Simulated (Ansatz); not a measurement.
Nudged elastic band of C2H8OSi (part 2 of 2)

The same run, continued: C2H8OSi; RKS PBE-D4/def2-SVP (Ansatz 0.2.0). It belongs to a series of runs on one base structure; here: band between the two ends.

Geometry of the input (Å):
```
Si -0.7472  -0.0289  0.7848
C  0.8685  -0.8767  1.2542
O  -1.0016  -0.0166  -0.8816
C  -0.1874  0.7139  -1.7731
H  0.8582  0.3263  -1.8139
H  -1.9208  -0.7737  1.3488
H  -0.7380  1.3904  1.3083
H  1.7474  -0.3423  0.8391
H  0.8897  -1.9209  0.8816
H  0.9817  -0.9026  2.3581
H  -0.1359  1.7978  -1.5115
H  -0.6144  0.6333  -2.7945
```

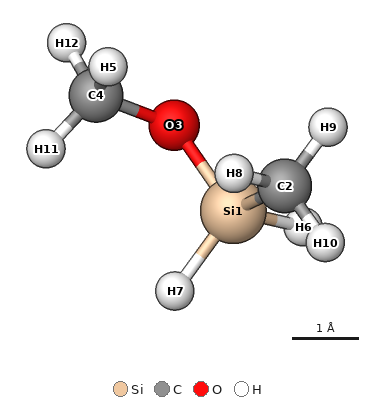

Figure 1. The starting structure (ball-and-stick view, seen at a tilt; atoms are numbered from 1 in the order of the input).

```
Total energy: -12111.16266571 eV, -445.0770187240 hartree
Atom 0 at    -0.919050     0.195126     0.406275 Å, force     0.010765    -0.004127    -0.016358 eV/Å
Atom 1 at     1.029164    -0.796597     0.786682 Å, force     0.020288     0.003725     0.011565 eV/Å
Atom 2 at    -1.672314     0.198492    -1.089451 Å, force     0.005070     0.004810     0.007862 eV/Å
Atom 3 at    -0.323529     0.777047    -1.406160 Å, force    -0.011476     0.005828     0.009732 eV/Å
Atom 4 at     0.648749     0.058259    -0.173987 Å, force    -0.015290    -0.007313    -0.009733 eV/Å
Atom 5 at    -1.586618    -0.883046     1.239929 Å, force    -0.001031     0.004893    -0.004704 eV/Å
Atom 6 at    -0.775617     1.444983     1.222428 Å, force    -0.002230    -0.000870    -0.004881 eV/Å
Atom 7 at     2.080195    -0.550427     0.519756 Å, force    -0.000531     0.001379     0.002081 eV/Å
Atom 8 at     0.826000    -1.851436     0.524649 Å, force    -0.003574    -0.001245    -0.000244 eV/Å
Atom 9 at     0.922184    -0.632149     1.877007 Å, force    -0.002181    -0.005061     0.001864 eV/Å
Atom 10 at    -0.389191     1.849399    -1.690447 Å, force    -0.000535     0.000822    -0.001417 eV/Å
Atom 11 at     0.160229     0.190351    -2.216583 Å, force     0.000726    -0.002841     0.004235 eV/Å
Dipole moment:     0.523445    -0.082341     0.269300 e Å
this run last wrote the band of iteration 16 to [file]
```

**The last band as extended XYZ (Å, eV, eV/Å)**
```
12
Properties=species:S:1:pos:R:3:forces:R:3 image=0 energy=-12114.89513
Si   -0.7472   -0.0289    0.7848    0.0010   0.0026  -0.0088
C     0.8685   -0.8767    1.2542   -0.0030   0.0001   0.0003
O    -1.0016   -0.0166   -0.8816    0.0004  -0.0031   0.0130
C    -0.1874    0.7139   -1.7731   -0.0030  -0.0009  -0.0046
H     0.8582    0.3263   -1.8139    0.0031  -0.0022  -0.0010
H    -1.9208   -0.7737    1.3488   -0.0017  -0.0011   0.0016
H    -0.7380    1.3904    1.3083   -0.0006  -0.0016  -0.0004
H     1.7474   -0.3423    0.8391   -0.0001   0.0013   0.0007
H     0.8897   -1.9209    0.8816    0.0013  -0.0004  -0.0008
H     0.9817   -0.9026    2.3581    0.0003  -0.0005   0.0000
H    -0.1359    1.7978   -1.5115    0.0022   0.0050   0.0009
H    -0.6144    0.6333   -2.7945   -0.0001   0.0007  -0.0008
12
Properties=species:S:1:pos:R:3:forces:R:3 image=1 energy=-12114.88010
Si   -0.7565    0.0032    0.8151    0.0017  -0.0022   0.0037
C     0.8481   -0.9142    1.1806    0.0013   0.0005   0.0113
O    -1.0496    0.0686   -0.8436    0.0079  -0.0079  -0.0037
C    -0.1762    0.7339   -1.7317    0.0011   0.0036  -0.0058
H     0.8996    0.6044   -1.4650    0.0072  -0.0020  -0.0268
H    -1.9354   -0.7223    1.3928   -0.0036   0.0021  -0.0039
H    -0.6854    1.3981    1.3952    0.0016  -0.0028   0.0036
H     1.7207   -0.4135    0.7133    0.0006   0.0017   0.0132
H     0.7999   -1.9527    0.7951    0.0029  -0.0014   0.0064
H     1.0335   -0.9570    2.2736   -0.0010  -0.0061   0.0108
H    -0.3822    1.8290   -1.7722   -0.0013   0.0036   0.0035
H    -0.3161    0.3225   -2.7532   -0.0184   0.0110  -0.0122
12
Properties=species:S:1:pos:R:3:forces:R:3 image=2 energy=-12114.71261
Si   -0.8129    0.0157    0.7671    0.0282  -0.0448   0.1012
C     0.8378   -0.8761    1.0042   -0.0430  -0.0518   0.1031
O    -1.2321    0.1326   -0.8661    0.1657  -0.0559   0.0705
C    -0.1611    0.7186   -1.5905    0.0404   0.0109  -0.0911
H     0.7859    0.6457   -1.0087    0.1498   0.1884  -0.2678
H    -1.8831   -0.7807    1.4422   -0.1218   0.0309   0.0438
H    -0.7193    1.4127    1.3358   -0.0150  -0.0430   0.0981
H     1.7239   -0.4338    0.5037   -0.1347   0.0756   0.0222
H     0.7514   -1.9285    0.6661    0.0000  -0.0312   0.0477
H     1.0494   -0.8725    2.0918    0.0597  -0.1154   0.0995
H    -0.3458    1.7943   -1.8056   -0.0483   0.0044  -0.0802
H     0.0061    0.1720   -2.5399   -0.0810   0.0318  -0.1469
12
Properties=species:S:1:pos:R:3:forces:R:3 image=3 energy=-12113.60825
Si   -0.8435    0.0591    0.6052    0.2829  -0.5950   0.7667
C     0.9017   -0.8108    0.8620   -0.4607  -0.0528   0.2768
O    -1.4616    0.1813   -0.9742    0.8322  -0.1114   0.4606
C    -0.2092    0.7170   -1.4517    0.4364  -0.1785  -0.1521
H     0.5822    0.4121   -0.6348   -0.2649   1.4436  -1.8098
H    -1.7173   -0.8719    1.3509   -0.4880  -0.0947   0.3780
H    -0.7571    1.4402    1.2127   -0.0278  -0.1157   0.0175
H     1.9140   -0.4975    0.4929   -0.6342   0.2976  -0.1079
H     0.7930   -1.8799    0.5886   -0.0335  -0.0966   0.1800
H     0.9551   -0.7153    1.9629    0.1300  -0.3625   0.3230
H    -0.2983    1.8055   -1.6781    0.2877  -0.1192   0.1302
H     0.1409    0.1603   -2.3363   -0.0602  -0.0148  -0.4630
12
Properties=species:S:1:pos:R:3:forces:R:3 image=4 energy=-12111.16263
Si   -0.9191    0.1951    0.4063    0.0108  -0.0041  -0.0164
C     1.0292   -0.7966    0.7867    0.0203   0.0037   0.0116
O    -1.6723    0.1985   -1.0895    0.0051   0.0048   0.0079
C    -0.3235    0.7770   -1.4062   -0.0115   0.0058   0.0097
H     0.6487    0.0583   -0.1740   -0.0153  -0.0073  -0.0097
H    -1.5866   -0.8830    1.2399   -0.0010   0.0049  -0.0047
H    -0.7756    1.4450    1.2224   -0.0022  -0.0009  -0.0049
H     2.0802   -0.5504    0.5198   -0.0005   0.0014   0.0021
H     0.8260   -1.8514    0.5246   -0.0036  -0.0012  -0.0002
H     0.9222   -0.6321    1.8770   -0.0022  -0.0051   0.0019
H    -0.3892    1.8494   -1.6904   -0.0005   0.0008  -0.0014
H     0.1602    0.1904   -2.2166    0.0007  -0.0028   0.0042
12
Properties=species:S:1:pos:R:3:forces:R:3 image=5 energy=-12112.47460
Si   -1.1334    0.3847    0.2674   -0.2568   0.2276  -0.1772
C     1.2797   -0.8695    0.8038    0.3093  -0.0737   0.0146
O    -1.9661    0.4871   -1.2134   -0.3413   0.3305  -0.1462
C    -0.5248    0.7957   -1.4245   -0.2637  -0.0001  -0.0281
H     0.8486   -0.1477    0.0734    0.2390  -0.2473   0.3046
H    -1.4560   -0.8786    1.0157    0.1624   0.0107  -0.2600
H    -0.9914    1.5185    1.2401   -0.2652   0.0978   0.0060
H     2.3646   -0.7508    0.6719    0.3453  -0.2262   0.1920
H     0.9362   -1.8844    0.5318    0.1424  -0.0304   0.0286
H     0.9862   -0.6362    1.8451    0.0787   0.0237  -0.0303
H    -0.3542    1.8625   -1.6864    0.0319  -0.0032  -0.0128
H     0.0109    0.1187   -2.1249   -0.1821  -0.1095   0.1088
12
Properties=species:S:1:pos:R:3:forces:R:3 image=6 energy=-12113.02273
Si   -1.3161    0.5292    0.2085   -0.0448   0.0322  -0.0062
C     1.4962   -0.9787    0.8801    0.0610  -0.0247   0.0162
O    -2.1345    0.8164   -1.2677   -0.0496   0.0779  -0.0206
C    -0.6748    0.8518   -1.4769   -0.0410   0.0163  -0.0161
H     1.1536   -0.2346    0.1376    0.0777  -0.0180   0.0188
H    -1.4895   -0.8342    0.7950   -0.0057   0.0050  -0.0591
H    -1.2883    1.6185    1.2343   -0.0835   0.0206  -0.0017
H     2.6001   -1.0015    0.8771    0.0654  -0.0566   0.0553
H     1.0892   -1.9691    0.6034    0.0485  -0.0198   0.0196
H     1.1304   -0.6990    1.8866    0.0397  -0.0086   0.0098
H    -0.2889    1.8553   -1.7505    0.0090  -0.0038  -0.0162
H    -0.2771    0.0459   -2.1272   -0.0767  -0.0206   0.0002
12
Properties=species:S:1:pos:R:3:forces:R:3 image=7 energy=-12113.10336
Si   -1.3749    0.5629    0.1129   -0.0010   0.0014  -0.0024
C     1.6590   -1.0541    1.0297    0.0058  -0.0025  -0.0018
O    -2.2599    1.1056   -1.2510   -0.0023   0.0050   0.0002
C    -0.8449    0.9180   -1.6072   -0.0050   0.0005  -0.0019
H     1.5071   -0.3120    0.2229    0.0063  -0.0005   0.0027
H    -1.6632   -0.8269    0.5814   -0.0034  -0.0015  -0.0051
H    -1.1767    1.5523    1.2171    0.0024  -0.0030   0.0002
H     2.7423   -1.1700    1.2197    0.0025  -0.0035   0.0082
H     1.2298   -2.0251    0.7202    0.0024   0.0000   0.0033
H     1.1616   -0.7086    1.9559    0.0013   0.0021   0.0024
H    -0.3156    1.8572   -1.8670   -0.0012   0.0005  -0.0015
H    -0.6643    0.1006   -2.3346   -0.0077   0.0014  -0.0042
12
Properties=species:S:1:pos:R:3:forces:R:3 image=8 energy=-12113.10842
Si   -1.2902    0.5368    0.0179   -0.0189   0.0159  -0.0257
C     1.6778   -1.1220    1.1599    0.0048  -0.0024   0.0063
O    -2.2903    1.2938   -1.1525    0.0185  -0.0135   0.0163
C    -0.9610    1.0291   -1.7207   -0.0049   0.0029   0.0193
H     1.4474   -0.6213    0.1993    0.0011  -0.0007  -0.0004
H    -1.6496   -0.8668    0.3874    0.0034   0.0029  -0.0015
H    -0.8650    1.3872    1.1722    0.0003  -0.0020  -0.0031
H     2.7486   -0.9758    1.3965   -0.0152  -0.0041  -0.0017
H     1.4593   -2.2028    1.0727    0.0024   0.0112   0.0010
H     1.0634   -0.6850    1.9702    0.0072  -0.0041  -0.0060
H    -0.3810    1.9432   -1.9615    0.0006  -0.0007   0.0004
H    -0.9592    0.2835   -2.5413    0.0006  -0.0055  -0.0048
```

**Key numbers**

```json
{"quantity": "outcome", "value": "converged"}
{"quantity": "barrier, forward", "value": "3.732 eV"}
{"quantity": "barrier, backward", "value": "1.946 eV"}
{"quantity": "hardware", "value": "2 threads of Arm Neoverse V2, 24 GiB of memory available, shared host"}
{"quantity": "wall time", "value": "2.7 min (CPU time 5.3 min)"}
{"quantity": "peak memory", "value": "0.13 GiB"}
```

**Remarks**

The order of the saddle point was not checked.
